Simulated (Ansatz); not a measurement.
# SrInSn (built on the sites of a database entry of SrAlGe): a soft mode frozen in

Wanted: the energy along a soft mode of SrInSn (built on the sites of a database entry of SrAlGe) and the structure at the end.

Calculated with Ansatz 0.2.0; DFT PBE+D3(BJ), scalar-relativistic, plane waves, PAW.

The structure was built from a prototype and need not be the compound's stable phase.

## 1. Starting point

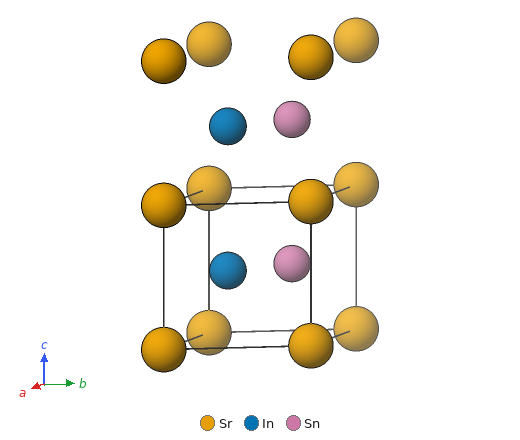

The starting structure, seen slightly off an axis (strontium orange, indium blue, tin pink). 1×1×2 cells are drawn. Some periodic images of atoms are drawn too.

## 2. Phonons on a q mesh

The cell comes from relaxations at this level that are not shown. Stability and thermal properties need the whole zone. Linear response on a 2×2×2 q mesh gives force constants as far as a supercell of that size would.

input.yaml reads:

```yaml
crystal:
  lattice:
    - [4.8274933998, 0.0, 0.0]
    - [-2.4137466999, 4.1807319208, 0.0]
    - [0.0, 0.0, 4.6501985837]
  atoms:
    - { symbol: Sr, position: [0.0, 0.0, 0.0] }
    - { symbol: In, position: [0.6666666667, 0.3333333333, 0.5] }
    - { symbol: Sn, position: [0.3333333333, 0.6666666667, 0.5] }
kpoints:
  mp_grid: { grid: [10, 10, 8] }
hamiltonian:
  xc: pbe
  dispersion: d3bj
scf:
  occupations: { method: methfessel_paxton, width: 0.15 }
output:
  eigenvalues: true
phonons:
  method: dfpt
  qmesh: [2, 2, 2]
  temperatures: { t_max: 1000, t_step: 50 }
  qpath:
    path:
      - [[0.0, 0.0, 0.0], [0.5, 0.0, 0.0], [0.33333333, 0.33333333, 0.0], [0.0, 0.0, 0.0], [0.0, 0.0, 0.5], [0.5, 0.0, 0.5], [0.33333333, 0.33333333, 0.5], [0.0, 0.0, 0.5]]
      - [[0.5, 0.0, 0.5], [0.5, 0.0, 0.0]]
      - [[0.33333333, 0.33333333, 0.5], [0.33333333, 0.33333333, 0.0]]
    npoints: 10
```

Started as:

```console
> ansatz run input.yaml --threads 8 --pin off --max-ram 14336MiB --backend cpu --events-out ev --progress --plain --runs-dir out
```

Numbers of over 12 decimals in the logs are rounded to 6 here.

The program printed:

```text
Engine: ansatz 0.2.0, aarch64-unknown-linux-gnu
Pseudopotentials: kind: paw
Pseudopotential: Sr, paw, valence charge 10, recommended cutoff 420 eV (normal), Sr.paw.azcp
Pseudopotential: In, paw, valence charge 13, recommended cutoff 420 eV (normal), In.paw.azcp
Pseudopotential: Sn, paw, valence charge 14, recommended cutoff 420 eV (normal), Sn.paw.azcp
Functional definition: PBE
  parameter kappa = 0.804
  parameter beta = 0.066725
  exchange = pbe_x(kappa = kappa, mu = beta*pi^2/3)
  correlation = pbe_c(beta = beta)
Crystal: 3 atoms, lattice volume = 93.852 Å³
Basis set: ecut = 420 eV, 1803 PW (Γ), exchange–correlation on 72×72×64 points (8 copies of the dense FFT grid, shifted against one another)
Bands: 23, of which v1, the nominal top of the filled ones, is band 19 counted from 1 (18 counted from 0)
Symmetry: 12 space group operations
k-points: 70 of 800 (time reversal used)
Non-local potential: Sr, projectors of the file, l = 0: 3, l = 1: 2, l = 2: 2
Non-local potential: In, projectors of the file, l = 0: 2, l = 1: 2, l = 2: 2, l = 3: 2
Non-local potential: Sn, projectors of the file, l = 0: 2, l = 1: 2, l = 2: 2, l = 3: 2
PAW form: soft (Blöchl's): semilocal exchange-correlation on the pseudo side does not see the compensation charge
PAW one-centre angular grid: Sr, 110 points (default); XC on 64 Gauss nodes
PAW one-centre angular grid: In, 590 points (default); XC on 64 Gauss nodes
PAW one-centre angular grid: Sn, 590 points (default); XC on 64 Gauss nodes
Initial density: superposition of atomic densities (neutral atoms: chi_scale 0, normalization atom), corrected by the library's trained network
Initial wavefunctions: pseudopotential atomic-orbital guess
Functional: x = pbe(κ = 0.804, μ = 0.219515), c = pbe(β = 0.066725)
SCF iter   1: F=—  HF=-15168.447947 eV  |F-HF|=—  |Δ(HF+E_count)|=         —  Δρ=2.84e-3  dr2=2.86e-2  ethr=1.77e-3  ⟨swp⟩=8.0  Hψ=9075  notcnv=0
preconditioner: auto → Kerker (q_TF=auto, 2.336 Å⁻¹)  [metal: Δε(μ)=0.059 eV  Ē_g=16.835 eV  σ=0.150 eV  W_gap=0.32  n_scr=20 (ndim 8)  ℏωp=22.7 eV  f_vac=0.000  D(μ)=1.48/eV (n_scr^D=8)]
SCF iter   2: F=—  HF=-15168.443033 eV  |F-HF|=—  |Δ(HF+E_count)|=   4.91e-3  S|Δr|=    0.00e0  Δρ=2.07e-3  dr2=1.71e-2  ethr=7.73e-5  ⟨swp⟩=1.7  Hψ=2304  notcnv=0
SCF iter   3: F=—  HF=-15168.437748 eV  |F-HF|=—  |Δ(HF+E_count)|=   5.29e-3  S|Δr|=    0.00e0  Δρ=7.24e-4  dr2=1.41e-3  ethr=4.63e-5  ⟨swp⟩=2.0  Hψ=1918  notcnv=0
SCF iter   4: F=—  HF=-15168.437277 eV  |F-HF|=—  |Δ(HF+E_count)|=   4.71e-4  S|Δr|=    0.00e0  Δρ=3.94e-4  dr2=2.45e-4  ethr=3.80e-6  ⟨swp⟩=2.1  Hψ=2030  notcnv=0
SCF iter   5: F=—  HF=-15168.437245 eV  |F-HF|=—  |Δ(HF+E_count)|=   3.26e-5  S|Δr|=    0.00e0  Δρ=1.27e-4  dr2=3.22e-5  ethr=6.63e-7  ⟨swp⟩=2.7  Hψ=2903  notcnv=0
SCF iter   6: F=—  HF=-15168.437249 eV  |F-HF|=—  |Δ(HF+E_count)|=   4.06e-6  S|Δr|=    0.00e0  Δρ=4.26e-5  dr2=3.24e-6  ethr=8.69e-8  ⟨swp⟩=3.0  Hψ=2923  notcnv=0
SCF iter   7: F=—  HF=-15168.437251 eV  |F-HF|=—  |Δ(HF+E_count)|=   2.21e-6  S|Δr|=    0.00e0  Δρ=1.11e-5  dr2=2.59e-7  ethr=8.76e-9  ⟨swp⟩=2.0  Hψ=2267  notcnv=0
SCF iter   8: F=—  HF=-15168.437251 eV  |F-HF|=—  |Δ(HF+E_count)|=   2.60e-8  S|Δr|=    0.00e0  Δρ=5.80e-6  dr2=6.79e-8  ethr=7.00e-10  ⟨swp⟩=2.9  Hψ=2883  notcnv=0
SCF iter   9: F=—  HF=-15168.437251 eV  |F-HF|=—  |Δ(HF+E_count)|=   1.80e-8  S|Δr|=    0.00e0  Δρ=1.61e-6  dr2=5.16e-9  ethr=1.84e-10  ⟨swp⟩=2.0  Hψ=2263  notcnv=0
SCF iter  10: F=—  HF=-15168.437251 eV  |F-HF|=—  |Δ(HF+E_count)|=   1.63e-9  S|Δr|=    0.00e0  Δρ=3.43e-7  dr2=8.51e-11  ethr=1.39e-11  ⟨swp⟩=2.0  Hψ=2847  notcnv=0
SCF iter  11: F=-15168.437251 eV  HF=-15168.437251 eV  |F-HF|=0.00e0  |Δ(HF+E_count)|=  2.91e-11  S|Δr|=    0.00e0  Δρ=7.08e-8  dr2=5.26e-12  ethr=1.00e-12  ⟨swp⟩=7.6  Hψ=8161  notcnv=0
the search or the solves at the SCF's close seem to have found levels that the self-consistency loop had missed (the run counts 1). By its estimate they hold under 1e-12 electrons; where the run keeps them, the occupations were computed again with them
SCF 1 converged in 11 iterations: F = -15168.437251 eV  dr2 = 5.26e-12
  greatest PAW one-centre occupation: 0.990 electrons in one spin orbital (limit 2), on the Sn atom at site 2 (counted from 0), in its partial waves of l = 2
phonons: the bands overlap, so this run is a metal and interpolates without the dipole-dipole term. If the crystal is really an insulator or semiconductor, its LO-TO splitting is missing
NSCF: frozen V_eff on 70 k-points
WARN: eigensolver did not converge in 2 slots of this pass, the one above among them; of largest residual over every band (k=5): 1 band(s) unlocked (lowest unlocked band 22, counted from 0; max residual 1.07e-5 eV among the unlocked bands, 1.07e-5 eV over every band); of lowest unlocked band (k=5): band 22
NSCF: frozen V_eff on 155 k-points
DFPT response loops at q = (0, 0, 0) (fractional): preconditioner auto → Kerker (q_TF=auto, 2.336 Å⁻¹) (partly filled bands, converged f_vac=0.000); β = 1.00, the filter's whole step (`scf.mixing.beta` (0.50) is not read by the response loops under this deck's `scf.mixing.preconditioner`; to damp them name `kerker` or `kerker_dos`, under which they read `scf.mixing.beta`, and type it under 1.00, their step now; both keys bind the ground state too); Broyden in place of MSR1
NSCF: frozen V_eff on 310 k-points
DFPT response loops at q = (0, 0, -0.5) (fractional): mixed as the last ones told, above
NSCF: frozen V_eff on 310 k-points
DFPT response loops at q = (0, -0.5, 0) (fractional): mixed as the last ones told, above
NSCF: frozen V_eff on 310 k-points
DFPT response loops at q = (0, -0.5, -0.5) (fractional): mixed as the last ones told, above
SCF converged after 11 iterations
Stability not checked: this state was not tested for a lower state beside it, because cold or Methfessel-Paxton smearing, or corrected tetrahedra, fill the levels in a way that the test cannot read (fill_not_monotonic; see scf.lower_state_search)
Free energy (F): -15168.437251 eV
Harris-Foulkes:  -15168.437251 eV  (|F-HF|=0.00e0)
Internal energy: -15168.436069 eV  (E = F + TS)
E sigma→0 (E₀):  -15168.436955 eV
Entropy (-TS):   -0.001182 eV (-0.394 meV/atom)
Fermi energy:    9.074963 eV
--- Per-component energies (eV) ---
  E_band       = -241.330756
  E_kinetic    = 675.830282
  E_local      = -3008.257193  (includes V_loc(G=0)·N_el)
  E_nonlocal   = 535.456820
  E_hartree    = 1307.198825
  E_xc         = -771.318307
  E_vxc        = -357.857859  (∫ρ·V_xc dr)
  E_paw        = -10986.679695  (= ΣΔE_a)
  E_vpaw       = -700.900570  (= ΣTr[D̂ρ^β])
  E_aug_tail   = 0.000024  (compensation charges beyond the density's cutoff)
  E_ewald      = -2919.713428
  E_disp       = -0.953397  (pairwise vdW)
  E_smearing   = -0.001182  (= −TS)
  E_closure    = -0.000000  (closes the sum)
  Σ components = -15168.437251   (vs F -15168.437251, Δ=0.00e0)
--- Band table (eV; the first three rows and the last of 70) ---
  k-point 0: bands = [... 15 lower, 7.7706, 7.7706, 7.8770, 8.1643, 9.6774, 11.3904, 11.3904, 12.0902]
  k-point 1: bands = [... 15 lower, 7.3652, 7.8467, 7.8467, 7.9896, 10.3206, 10.9974, 10.9974, 12.5907]
  k-point 2: bands = [... 15 lower, 6.3092, 8.0524, 8.0524, 8.1639, 10.4784, 10.4784, 11.2186, 12.4280]
  k-point 69: bands = [... 15 lower, 3.0589, 5.9578, 7.3599, 8.0639, 11.1646, 11.6369, 12.5005, 13.6025]
--- Phonons (Γ-DFPT): 6 representative perturbations + reference (Σ response iterations 18) ---
  ASR residual: 2.666e-4 → 0.000e0 eV/Å²; symmetrization residual: 6.376e-5 eV/Å²
  pairwise dispersion correction: d3bj (s6 = 1.0, s8 = 0.7875, a1 = 0.4289, a2_bohr = 4.4407), with the weights of each atom's references fixed at the reference crystal's, and the forces and stress that the weights' published response gives there kept as a pressure on the atom's counted neighbours (hamiltonian.dispersion)
  ASR residual per site (eV/Å²): 2.67e-4 5.10e-5 6.26e-5
  Γ frequencies (cm⁻¹): -66.53 0.00 0.00 0.00 97.28 97.28 108.67 185.47 185.47
--- Phonons (arbitrary-q DFPT): 4 irreducible q on the 2×2×2 mesh ---
  q = [0.0000, 0.0000, 0.0000] (star 1, of the zone-centre solve; hermiticity 1.60e-5, symmetrization 7.97e-12): -66.53 -0.00 -0.00 0.00 97.28 97.28 108.67 185.47 185.47
  q = [0.0000, 0.0000, -0.5000] (star 1, 6 solved perturbations in 675 linear systems a pass and spin channel, the states on 155 of 800 k-point pairs; hermiticity 1.40e-5, symmetrization 2.24e-8): -67.26 52.20 52.20 61.99 84.35 84.35 108.04 185.92 185.92
  q = [0.0000, -0.5000, 0.0000] (star 3, 9 solved perturbations on 155 of 800 k-point pairs; hermiticity 1.46e-5, symmetrization 1.46e-13): -48.28 35.38 40.38 74.22 83.15 102.01 123.43 154.48 185.07
  q = [0.0000, -0.5000, -0.5000] (star 3, 9 solved perturbations on 155 of 800 k-point pairs; hermiticity 1.49e-5, symmetrization 1.14e-8): -58.56 22.56 46.94 83.66 85.86 98.01 119.14 160.29 182.31
  sum rule: each row above includes the acoustic sum rule's correction from the zone centre's row sums; it moved no ω² by more than (0.91 cm⁻¹)²
  mesh force constants: q→R imaginary residual 1.76e-17; ASR residual 2.666e-4 → 0.000e0 eV/Å²; symmetrization residual 8.882e-15 eV/Å²
  interpolated dispersion: 93 rows × 9 modes
  density of states and harmonic sums: on the 16×16×14 q-mesh, interpolated from the force constants of a 2×2×2 supercell (no non-analytic term)
  largest difference from the sums on the solved wave vectors: F 1.02e-1 eV, S 1.34e-4 and C_V 3.18e-5 eV/K
  zero-point energy: 0.049259 eV/cell   skipped modes (ω ≤ 0): 245, of them read as no rigid motion or as one in doubt: 242 (1.005e0 modes/cell left out, lowest -67.26 cm⁻¹)   left out of the sums: 1.12e-1 of the cell's modes: C_V's classical limit lies that fraction below 3 k_B per atom; for a crystal, a wire or a layer, F and S can be off by more, and a phonons.interpolated_qmesh denser along its periods is the remedy for the sampling
```

Elapsed: 1.9 min, on 8 threads of Arm Neoverse V2, shared host; peak memory 1.3 GiB.

In the SCF lines HF is the Harris–Foulkes energy and dr2 the Hartree energy of the density residual, in eV; the loop may stop once dr2 is under the threshold and the program's other checks hold. Hψ counts applications of the Hamiltonian.

This step gave:

```yaml
volume_per_atom: 31.28 Å³
gap_on_the_k_mesh: 0 eV
sum_rule_residual_before_enforcement: 2.67e-4 eV/Å²
lowest_frequency_on_the_path: -67.26 cm⁻¹
point_group: -6m2
highest_frequency_on_the_path_or_at_a_solved_wavevector: 186.7 cm⁻¹
highest_optical_mode_at_the_zone_centre_no_lo_to_term: 185.5 cm⁻¹
lowest_optical_zone_centre_mode: -66.53 cm⁻¹
lowest_mode_on_the_q_mesh_acoustic_modes_at_gamma_apart: -67.26 cm⁻¹
```

Frequencies (cm⁻¹) solved at each irreducible wavevector; negative means imaginary. Frequencies by wavevector, by row:

```csv
q in reciprocal lattice units,star,mode 1,mode 2,mode 3,mode 4,mode 5,mode 6,mode 7,mode 8,mode 9
0 0 0,1,-66.5,0,0,0,97.3,97.3,108.7,185.5,185.5
0 0 -0.5,1,-67.3,52.2,52.2,62,84.3,84.3,108,185.9,185.9
0 -0.5 0,3,-48.3,35.4,40.4,74.2,83.2,102,123.4,154.5,185.1
0 -0.5 -0.5,3,-58.6,22.6,46.9,83.7,85.9,98,119.1,160.3,182.3
```

Interpolated from a 2×2×2 q mesh. The phonon branches at the labelled points (cm⁻¹):

```csv
point,branch 1,branch 2,branch 3,branch 4,branch 5,branch 6,branch 7,branch 8,branch 9
Γ,-66,0,0,0,97,97,109,186,186
M,-48,35,40,74,83,102,123,154,185
K,-30,16,54,75,79,101,137,141,184
Γ,-66,0,0,0,97,97,109,186,186
A,-67,52,52,62,84,84,108,186,186
L,-59,23,47,84,86,98,119,160,182
H,-54,-8,54,84,85,102,135,136,187
A,-67,52,52,62,84,84,108,186,186
jump to L,-59,23,47,84,86,98,119,160,182
M,-48,35,40,74,83,102,123,154,185
jump to H,-54,-8,54,84,85,102,135,136,187
K,-30,16,54,75,79,101,137,141,184
```

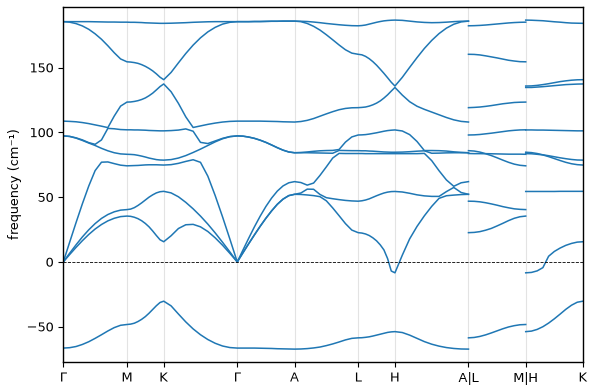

Phonon branches along the path.

Symmetry leaves 4 wavevectors to solve. The lowest mode among them, the acoustic zeros apart, lies at q = (0, 0, -0.5) and is imaginary, 67.3i cm⁻¹, so the energy falls along it.

## 3. The mode frozen in, largest atomic shift 0 Å

The mode followed lies at Γ with frequency 66.5i cm⁻¹, one of the unstable modes though not the softest. At small amplitude the distorted cell has space group no. 156 by a symmetry search on the positions. The undistorted cell that holds it gives the zero of energy on the same k mesh.

input.yaml, the sections that differ from step 2:

```yaml
output:
  forces: true
  stress: true
  eigenvalues: true
# crystal, kpoints, hamiltonian, scf: as in step 2
# phonons: removed
```

The program printed:

```text
[...]
Crystal: 3 atoms, lattice volume = 93.852 Å³
Basis set: ecut = 420 eV, 1803 PW (Γ), exchange–correlation on 72×72×64 points (8 copies of the dense FFT grid, shifted against one another)
Bands: 23, of which v1, the nominal top of the filled ones, is band 19 counted from 1 (18 counted from 0)
Symmetry: 12 space group operations
[...]
k-points: 70 of 800 (time reversal used)
[...]
--- Band table (eV; the first three rows and the last of 70) ---
  k-point 0: bands = [... 15 lower, 7.7705, 7.7705, 7.8768, 8.1642, 9.6774, 11.3904, 11.3904, 12.0902]
  k-point 1: bands = [... 15 lower, 7.3652, 7.8466, 7.8466, 7.9895, 10.3206, 10.9974, 10.9974, 12.5907]
  k-point 2: bands = [... 15 lower, 6.3092, 8.0524, 8.0524, 8.1637, 10.4784, 10.4784, 11.2186, 12.4281]
  k-point 69: bands = [... 15 lower, 3.0588, 5.9578, 7.3599, 8.0639, 11.1646, 11.6369, 12.5005, 13.6026]
[key lines of the parts left out:]
SCF converged after 8 iterations
Free energy (F): -15168.437251 eV
Fermi energy:    9.074929 eV
P = ⅓ Tr σ = -0.0003 GPa (-0.003 kbar)
```

Wall time 2 s (8 threads); peak memory 0.49 GiB.

Numbers from this step:

* pressure: -3.16e-4 GPa
* energy from the undistorted cell: 0 meV/atom

The run ends at a pressure of 0.00 GPa.

## 4. The mode frozen in, largest atomic shift 0.45 Å

The atoms are moved along the unstable eigenvector, the largest shift by 0.45 Å, with the cell fixed.

input.yaml, the sections that differ from step 3:

```yaml
crystal:
  lattice:
    - [4.8274933998, 0.0, 0.0]
    - [-2.4137466999, 4.1807319208, 0.0]
    - [0.0, 0.0, 4.6501985837]
  atoms:
    - { symbol: Sr, position: [0.0, 0.0, -0.0062141447] }
    - { symbol: In, position: [0.6666666667, 0.3333333333, 0.5967700609] }
    - { symbol: Sn, position: [0.3333333333, 0.6666666667, 0.4109892891] }
# kpoints, hamiltonian, scf, output: as in step 3
```

The program printed:

```text
[...]
Crystal: 3 atoms, lattice volume = 93.852 Å³
Basis set: ecut = 420 eV, 1803 PW (Γ), exchange–correlation on 72×72×64 points (8 copies of the dense FFT grid, shifted against one another)
Bands: 23, of which v1, the nominal top of the filled ones, is band 19 counted from 1 (18 counted from 0)
Symmetry: 6 space group operations
[...]
k-points: 94 of 800 (time reversal used)
[...]
--- Band table (eV; the first three rows and the last of 94) ---
  k-point 0: bands = [... 15 lower, 6.7829, 7.8857, 7.8857, 8.8649, 9.7035, 11.4255, 11.4255, 11.9809]
  k-point 1: bands = [... 15 lower, 6.3846, 7.9764, 7.9764, 8.6821, 10.2667, 11.0370, 11.0370, 12.3211]
  k-point 2: bands = [... 15 lower, 5.5513, 8.2317, 8.2317, 8.7364, 10.4930, 10.4930, 11.0786, 12.3349]
  k-point 93: bands = [... 15 lower, 3.3755, 6.4398, 7.0136, 7.6431, 10.5896, 11.7194, 12.4652, 13.5099]
[key lines of the parts left out:]
SCF converged after 7 iterations
Free energy (F): -15168.587892 eV
Fermi energy:    8.966186 eV
P = ⅓ Tr σ = -0.3464 GPa (-3.464 kbar)
```

It took 2.6 s on 8 threads; peak memory 0.52 GiB; 19 s of CPU time.

This step gave:

```
pressure                         : -0.3464 GPa
energy from the undistorted cell : -50.19 meV/atom
```

The energy, extrapolated to zero smearing, is -50.19 meV/atom against the undistorted cell.

The run ends at a pressure of -0.35 GPa, with forces up to 0.087 eV/Å.

## 5. Energy along the mode, all amplitudes (two of the runs are shown above)

An imaginary frequency means negative curvature, so the energy should fall and then rise again as anharmonic terms take over.

Numbers from this step:

| Item | Value |
| --- | --- |
| depth at the lowest point sampled | 50.19 meV/atom |
| largest atomic shift at that point | 0.45 Å |

Table of energy from the parent by largest atomic shift:

```csv
largest atomic shift (Å),energy from the parent (meV/atom)
0.000,0
0.040,-0.948
0.080,-3.77
0.140,-11.1
0.220,-24.2
0.320,-40.6
0.450,-50.2
0.600,-16.1
```

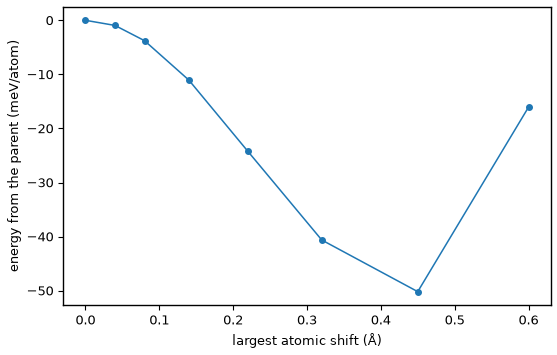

Energy from the parent against largest atomic shift.

Displacement at unit largest shift by atom:

```csv
atom,x (Å),y (Å),z (Å),size
Sr1,0.00,0.00,-0.06,0.06
In2,0.00,0.00,1.00,1.00
Sn3,0.00,0.00,-0.92,0.92
```

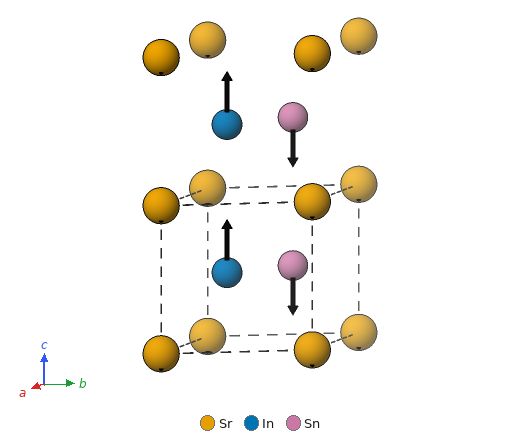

Displacement at unit largest shift as arrows, the longest 1 Å. 1×1×2 cells are drawn. Some periodic images of atoms are drawn too.

The lowest of the steps tried is at 0.45 Å, 50.2 meV/atom below the parent; the bottom of the well need not coincide with a step.

(Part 1 of 2 ends here.)

[Logs are printed without paths, hosts, clocks, repeated set-up lines and the standing remarks that a program may print on its own settings, such as how far it seeks lower states.]

[Hosts, paths, dates, database ids (printed as entryN), source tags and the programs' standing remarks are cut or masked in the printed files.]
